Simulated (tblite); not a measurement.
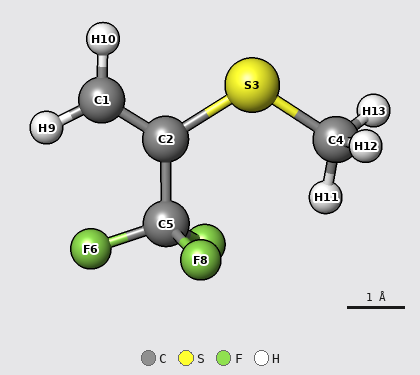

The input geometry (ball-and-stick view, seen on its broad side; atoms are numbered from 1 in the order of the input).

# C$_{4}$H$_{5}$F$_{3}$S (charge +1): geometry relaxation (part 1 of 2)

C$_{4}$H$_{5}$F$_{3}$S, charge +1, multiplicity 2, computed with GFN2-xTB geometry optimisation, gas phase (tblite 0.8.0).

It belongs to a series of runs on one base structure; here: electron removed.

**What the program printed**
```
step      E/eV     max force
  0    -762.16154    2.483
  1    -762.39894    1.289
  2    -762.45662    0.947
  3    -762.47595    0.460
  4    -762.49191    0.281
  5    -762.49736    0.280
  6    -762.50343    0.175
  7    -762.50618    0.146
  8    -762.50844    0.131
  9    -762.51093    0.203
 10    -762.51497    0.244
 11    -762.51970    0.206
 12    -762.52399    0.154
 13    -762.52745    0.173
 14    -762.53085    0.185
 15    -762.53433    0.136
 16    -762.53708    0.127
 17    -762.53881    0.109
 18    -762.54012    0.116
 19    -762.54134    0.103
 20    -762.54235    0.100
 21    -762.54303    0.079
 22    -762.54357    0.057
 23    -762.54421    0.068
 24    -762.54495    0.070
 25    -762.54569    0.077
 26    -762.54645    0.070
 27    -762.54737    0.086
 28    -762.54842    0.111
 29    -762.54937    0.101
 30    -762.55004    0.075
 31    -762.55058    0.061
 32    -762.55126    0.071
 33    -762.55209    0.084
 34    -762.55282    0.073
 35    -762.55341    0.066
 36    -762.55413    0.084
 37    -762.55532    0.117
 38    -762.55718    0.158
 39    -762.55943    0.162
 40    -762.56164    0.111
 41    -762.56343    0.123
 42    -762.56468    0.104
 43    -762.56541    0.081
 44    -762.56532    0.115
 45    -762.56626    0.052
 46    -762.56656    0.046
 47    -762.56770    0.081
 48    -762.56907    0.126
 49    -762.57139    0.160
 50    -762.57393    0.156
 51    -762.57644    0.132
 52    -762.57809    0.117
 53    -762.57812    0.172
 54    -762.57986    0.077
 55    -762.58045    0.065
 56    -762.58183    0.102
 57    -762.58276    0.127
 58    -762.58550    0.166
 59    -762.58824    0.161
 60    -762.59149    0.127
 61    -762.59357    0.124
 62    -762.59495    0.082
 63    -762.59562    0.121
 64    -762.59576    0.119
 65    -762.59656    0.066
 66    -762.59691    0.051
 67    -762.59732    0.053
 68    -762.59755    0.037
 69    -762.59766    0.029
 70    -762.59779    0.022
 71    -762.59790    0.023
 72    -762.59798    0.030
 73    -762.59806    0.029
 74    -762.59814    0.023
 75    -762.59819    0.018
 76    -762.59823    0.018
 77    -762.59826    0.018
 78    -762.59828    0.014
 79    -762.59831    0.011
 80    -762.59833    0.012
 81    -762.59836    0.012
 82    -762.59838    0.011
 83    -762.59840    0.014
 84    -762.59844    0.018
 85    -762.59851    0.022
 86    -762.59861    0.022
 87    -762.59869    0.020
 88    -762.59874    0.022
 89    -762.59877    0.021
 90    -762.59882    0.018
 91    -762.59888    0.017
 92    -762.59894    0.014
 93    -762.59898    0.010
 94    -762.59899    0.010
```

**Trajectory as extended XYZ (Å, eV, eV/Å), 17 of the 95 frames kept, from step=0 to step=94**
```
13
Properties=species:S:1:pos:R:3:forces:R:3 step=0 energy=-762.16154
C    -1.6586    1.2885   -0.6021   -0.4340   0.5950  -0.2300
C    -0.6980    0.4488   -0.2271    1.2870  -0.0750   0.1470
S     0.9850    1.0935   -0.2945   -0.4830   0.1090  -0.0380
C     2.2331   -0.0584    0.2135   -0.0800  -1.7520  -0.0630
C    -0.9909   -0.9438    0.2499   -0.9690  -1.2580   0.7620
F    -2.3765   -1.1430    0.1871    2.4770  -0.1750   0.0280
F    -0.3083   -1.8929   -0.4868   -1.1460   1.1480   1.0450
F    -0.6234   -1.1113    1.5742   -0.3660   0.1040  -1.7630
H    -2.7075    0.9948   -0.5902    0.2130   0.1280  -0.0300
H    -1.4167    2.2998   -0.9282   -0.1590  -0.2950   0.0710
H     1.8761   -1.1364    0.2076    0.2300   1.1940   0.2750
H     2.6329    0.2062    1.2209   -0.2550  -0.1100  -0.7130
H     3.0484   -0.0454   -0.5421   -0.3160   0.3860   0.5080
13
Properties=species:S:1:pos:R:3:forces:R:3 step=6 energy=-762.50343
C    -1.6436    1.2956   -0.6009   -0.0040   0.0610  -0.0070
C    -0.6566    0.4652   -0.2196    0.0020  -0.0390   0.0410
S     0.9780    1.0952   -0.2937   -0.0140   0.0920  -0.0480
C     2.2015   -0.1035    0.1968    0.0110  -0.0760   0.0320
C    -0.9932   -0.9411    0.2663    0.0050  -0.1730   0.0280
F    -2.2898   -1.1831    0.1794    0.0200   0.0660   0.0330
F    -0.3600   -1.8694   -0.4567    0.1530   0.0220  -0.0400
F    -0.6188   -1.1116    1.5374    0.0890   0.0640  -0.0210
H    -2.6842    1.0011   -0.5907    0.0140  -0.0430   0.0180
H    -1.4306    2.2981   -0.9328    0.0120   0.0760  -0.0430
H     1.8560   -1.1318    0.2386   -0.0920  -0.0080  -0.0080
H     2.6060    0.1940    1.1703   -0.1030  -0.0220   0.0220
H     3.0309   -0.0082   -0.5121   -0.0940  -0.0190  -0.0070
13
Properties=species:S:1:pos:R:3:forces:R:3 step=12 energy=-762.52399
C    -1.6335    1.3110   -0.5990   -0.0530  -0.0860  -0.0300
C    -0.6485    0.4746   -0.2185   -0.0170   0.1060  -0.1100
S     0.9720    1.1074   -0.3066    0.0920   0.0620  -0.0090
C     2.1579   -0.1196    0.1997   -0.0680   0.0190  -0.0090
C    -0.9552   -0.9428    0.2629    0.0100   0.0930   0.0570
F    -2.2511   -1.1890    0.1987    0.0860  -0.0910  -0.0290
F    -0.2990   -1.8556   -0.4623   -0.0880   0.0600  -0.0330
F    -0.5577   -1.0975    1.5284    0.0630   0.0020   0.0480
H    -2.6639    0.9884   -0.5817   -0.0950   0.0580  -0.0070
H    -1.4309    2.3154   -0.9477   -0.0120  -0.1080   0.0650
H     1.7870   -1.1396    0.2372   -0.0170   0.0240  -0.0390
H     2.5371    0.1721    1.1826    0.0300  -0.0350   0.0400
H     2.9814   -0.0244   -0.5115    0.0690  -0.1040   0.0570
13
Properties=species:S:1:pos:R:3:forces:R:3 step=18 energy=-762.54012
C    -1.6485    1.3040   -0.6077    0.0110   0.0190   0.0330
C    -0.6422    0.4932   -0.2314   -0.0380   0.0260   0.0090
S     0.9823    1.1346   -0.3230   -0.0300  -0.1100   0.0210
C     2.1246   -0.1263    0.2051   -0.0110   0.0110  -0.0230
C    -0.9170   -0.9261    0.2665    0.0000   0.0510  -0.0540
F    -2.2043   -1.2094    0.2161    0.0040   0.0120   0.0590
F    -0.2665   -1.8257   -0.4809    0.0020  -0.0190  -0.0040
F    -0.4912   -1.0749    1.5250    0.0170   0.0070  -0.0560
H    -2.6847    0.9929   -0.5771    0.0460  -0.0070  -0.0080
H    -1.4405    2.3080   -0.9466   -0.0730  -0.0020  -0.0240
H     1.7234   -1.1349    0.2213   -0.0180   0.0270   0.0060
H     2.4922    0.1401    1.2004    0.0090  -0.0160  -0.0010
H     2.9681   -0.0749   -0.4854    0.0820   0.0020   0.0410
13
Properties=species:S:1:pos:R:3:forces:R:3 step=24 energy=-762.54495
C    -1.6557    1.3107   -0.6046   -0.0020  -0.0100  -0.0500
C    -0.6461    0.5018   -0.2395    0.0400  -0.0320   0.0480
S     0.9858    1.1272   -0.3298    0.0040   0.0410  -0.0410
C     2.1228   -0.1327    0.2059    0.0240  -0.0090   0.0320
C    -0.9106   -0.9166    0.2602    0.0190  -0.0420  -0.0010
F    -2.1948   -1.2119    0.2393   -0.0190   0.0410   0.0270
F    -0.2664   -1.8165   -0.4937   -0.0240  -0.0020  -0.0480
F    -0.4571   -1.0651    1.5099    0.0060   0.0260  -0.0040
H    -2.6861    0.9864   -0.5760   -0.0250  -0.0240   0.0240
H    -1.4696    2.3134   -0.9550   -0.0030   0.0380  -0.0020
H     1.7047   -1.1332    0.2170    0.0510  -0.0370  -0.0080
H     2.4796    0.1252    1.2081   -0.0340  -0.0030   0.0140
H     2.9891   -0.0882   -0.4594   -0.0360   0.0130   0.0090
13
Properties=species:S:1:pos:R:3:forces:R:3 step=29 energy=-762.54937
C    -1.6594    1.3123   -0.6164    0.0060  -0.0280   0.0550
C    -0.6414    0.5114   -0.2480   -0.0270   0.0190  -0.0360
S     0.9959    1.1217   -0.3517   -0.0090  -0.0450   0.0110
C     2.1218   -0.1412    0.2172   -0.0390   0.0120  -0.0330
C    -0.9033   -0.9090    0.2547   -0.0060   0.0410   0.0030
F    -2.1904   -1.1952    0.2776    0.0190   0.0410  -0.0020
F    -0.2893   -1.8087   -0.5236   -0.0220   0.0050   0.0040
F    -0.4144   -1.0572    1.4909    0.0230  -0.0250  -0.0040
H    -2.6843    0.9666   -0.5642    0.0190   0.0250  -0.0180
H    -1.5040    2.3250   -0.9620    0.0410  -0.0920   0.0110
H     1.7180   -1.1489    0.2089   -0.0020   0.0150  -0.0040
H     2.4483    0.1121    1.2306   -0.0320   0.0020  -0.0050
H     2.9981   -0.0882   -0.4316    0.0310   0.0320   0.0190
13
Properties=species:S:1:pos:R:3:forces:R:3 step=35 energy=-762.55341
C    -1.6636    1.3054   -0.6112    0.0140   0.0120  -0.0540
C    -0.6366    0.5129   -0.2567   -0.0100   0.0210   0.0390
S     1.0008    1.1121   -0.3759   -0.0030   0.0020  -0.0230
C     2.1165   -0.1460    0.2184    0.0000   0.0260  -0.0010
C    -0.8963   -0.8994    0.2532    0.0010  -0.0130  -0.0010
F    -2.1870   -1.1605    0.3155    0.0110  -0.0520   0.0390
F    -0.3207   -1.8011   -0.5507   -0.0150  -0.0480   0.0140
F    -0.3663   -1.0609    1.4710   -0.0230  -0.0390   0.0070
H    -2.6866    0.9562   -0.5581    0.0120   0.0240   0.0170
H    -1.5091    2.3104   -0.9693    0.0230   0.0340  -0.0120
H     1.7287   -1.1604    0.1942   -0.0080   0.0320  -0.0560
H     2.3992    0.1016    1.2463   -0.0190   0.0000   0.0160
H     3.0166   -0.0697   -0.3944    0.0180   0.0000   0.0160
13
Properties=species:S:1:pos:R:3:forces:R:3 step=41 energy=-762.56343
C    -1.6528    1.3009   -0.6244    0.0300   0.0020   0.0550
C    -0.6307    0.5095   -0.2528    0.0420  -0.1100  -0.0360
S     1.0052    1.0971   -0.4470    0.0000   0.0180  -0.0080
C     2.1119   -0.1303    0.2153    0.0140   0.0030   0.0200
C    -0.8916   -0.9043    0.2662   -0.0160  -0.0570   0.0320
F    -2.1816   -1.1284    0.4200   -0.0360  -0.0080   0.0020
F    -0.4059   -1.8176   -0.5845    0.0240   0.0670  -0.0110
F    -0.2873   -1.1138    1.4407   -0.0030   0.0720   0.0210
H    -2.6789    0.9685   -0.5391    0.0020   0.0450  -0.0170
H    -1.4781    2.2969   -1.0006   -0.0390   0.0020  -0.0250
H     1.7471   -1.1493    0.1062    0.0570   0.0080  -0.0280
H     2.2692    0.0815    1.2794   -0.0150  -0.0560  -0.0390
H     3.0693   -0.0103   -0.2971   -0.0600   0.0140   0.0340
13
Properties=species:S:1:pos:R:3:forces:R:3 step=47 energy=-762.56770
C    -1.6464    1.2995   -0.6231   -0.0050  -0.0030  -0.0060
C    -0.6261    0.5014   -0.2583   -0.0400   0.0150  -0.0340
S     1.0073    1.0895   -0.4765   -0.0130  -0.0500   0.0320
C     2.1085   -0.1266    0.2148    0.0060   0.0010   0.0030
C    -0.8913   -0.9081    0.2724   -0.0120   0.0160   0.0290
F    -2.1805   -1.1180    0.4641    0.0700  -0.0050  -0.0410
F    -0.4337   -1.8184   -0.5970   -0.0050   0.0290   0.0620
F    -0.2574   -1.1186    1.4318   -0.0260   0.0280  -0.0210
H    -2.6766    0.9803   -0.5303    0.0270   0.0220   0.0090
H    -1.4721    2.2897   -1.0179   -0.0150  -0.0300   0.0100
H     1.7698   -1.1496    0.0632    0.0410   0.0020  -0.0320
H     2.2109    0.0567    1.2900   -0.0170  -0.0420  -0.0250
H     3.0833    0.0228   -0.2508   -0.0110   0.0170   0.0130
13
Properties=species:S:1:pos:R:3:forces:R:3 step=53 energy=-762.57812
C    -1.6503    1.3085   -0.6307   -0.0220   0.0020  -0.0250
C    -0.6458    0.4882   -0.2792    0.0460   0.0300   0.0700
S     0.9936    1.0554   -0.5105    0.0440   0.0340  -0.0240
C     2.1057   -0.1380    0.1998    0.0680  -0.0620   0.0350
C    -0.8925   -0.9028    0.2964    0.0130   0.0200  -0.0150
F    -2.1699   -1.1408    0.5035   -0.0930   0.0510  -0.0220
F    -0.4204   -1.8286   -0.5458    0.0570  -0.0510   0.0070
F    -0.2440   -1.0578    1.4555    0.0090  -0.0170   0.0590
H    -2.6892    1.0467   -0.4931   -0.0250  -0.0800   0.0000
H    -1.4475    2.2745   -1.0657   -0.0130   0.0450   0.0080
H     1.8711   -1.1642   -0.0960    0.0290   0.1030   0.0040
H     2.0798   -0.0791    1.2971   -0.0080  -0.0100  -0.1720
H     3.1050    0.1384   -0.1490   -0.1040  -0.0630   0.0750
```
